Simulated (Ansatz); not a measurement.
A series of calculations on SiHSF

### Relaxation

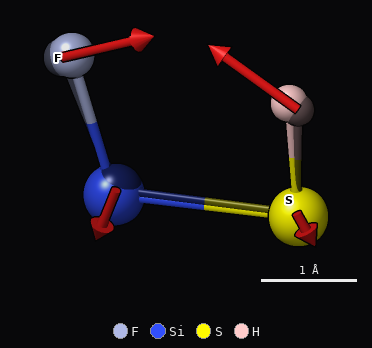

A relaxation of SiHSF (coarse preliminary run). The starting structure is drawn faded, the final one solid; red arrows show the displacements, magnified 10 times. The two geometries are superimposed by the best rigid fit.

A ball-and-stick model, seen at a tilt.

These are results of RKS PBE-D4/def2-SVP (Ansatz 0.2.0), not measurements. Settings: force threshold 0.03 eV/Å; at most 250 steps.

**What happened in the run?**

The largest moves after the best rigid fit, 0.12 Å, are those of F and H atoms. Largest moves by element: F 0.12 Å, H 0.12 Å, Si 0.07 Å, S 0.05 Å. Some distances before and after: H–S 1.265 → 1.366 Å, F–Si 1.589 → 1.658 Å, S–Si 2.139 → 2.187 Å. Among the angles between lasting bonds that change: F–Si–S 105.6° → 99.2°, Si–S–H 98.4° → 93.5°. The optimiser took 5 steps. The run took roughly 4 core-seconds on a shared host.

### Relaxation

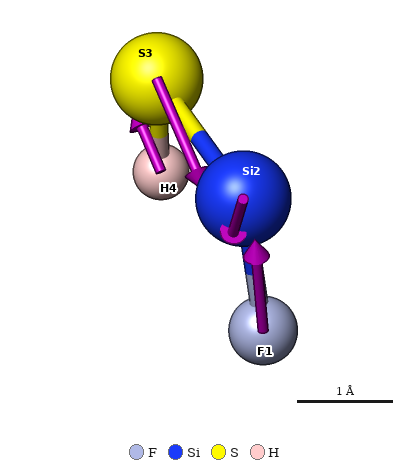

This is a relaxation of SiHSF. The starting structure is drawn; purple arrows show the displacements, 50 times their true length. The two geometries are superimposed by the best rigid fit.

Style: ball-and-stick. Shown from a free direction.

Theory: RKS PBE0-D4/def2-TZVP in Ansatz 0.2.0. Settings: force threshold 0.005 eV/Å; at most 200 steps.

Question: Describe the change and its energy.

Answer: The atom that moves furthest after the best rigid fit is S3 (0.027 Å). Largest moves by element: S 0.027 Å, F 0.025 Å, Si 0.022 Å, H 0.015 Å. Near-neighbour distances that change, for instance: F1–Si2 1.658 → 1.616 Å, Si2–S3 2.187 → 2.154 Å, S3–H4 1.366 → 1.346 Å. After 5 geometry steps the energy has fallen by 3.64 kJ/mol. The largest force component goes from 0.91 to 0.0046 eV/Å. The run took of the order of 10 core-seconds on a shared host.

### Distortion

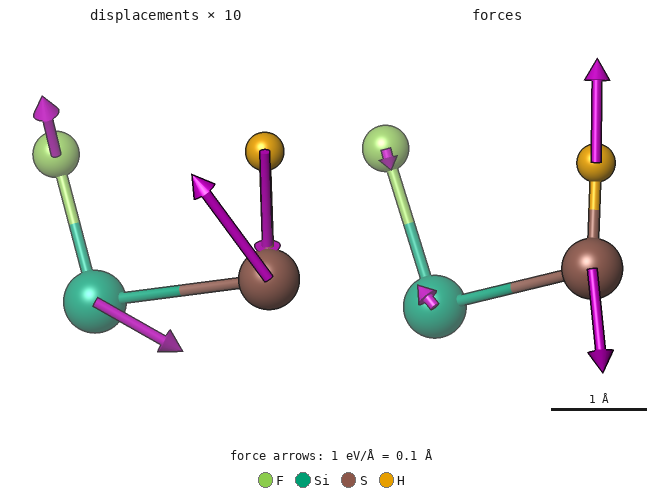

Left: SiHSF, with purple arrows for the displacements applied to it. Right: the displaced structure with the computed forces. The picture is a ball-and-stick view, seen at a tilt.

Level of theory: RKS PBE0-D4/def2-TZVPP in Ansatz. 

Describe the distortion and the response.

All atoms are moved at random (σ = 0.12 Å) from the PBE0-D4/def2-TZVP minimum. The energy rises by 30.8 kcal/mol. The largest forces, 11 eV/Å, act on S and H. The forces mostly point back along the displacements (cosine −0.77). At other levels of theory the same distortion costs 30.9 kcal/mol (RKS PBE-D4/def2-TZVPP), 30.8 kcal/mol (RKS r2SCAN-D4/def2-TZVPP), 29.8 kcal/mol (RKS wB97M-V/def2-TZVPP), 30.6 kcal/mol (RHF-CCSD(T), frozen core/def2-TZVPP). Among the bonded contacts that change: H–S 1.346 → 1.116 Å, F–Si 1.616 → 1.750 Å, S–Si 2.154 → 2.055 Å. Bond angles that change, for instance: Si–S–H 95.0° → 100.6°, F–Si–S 99.9° → 95.6°.
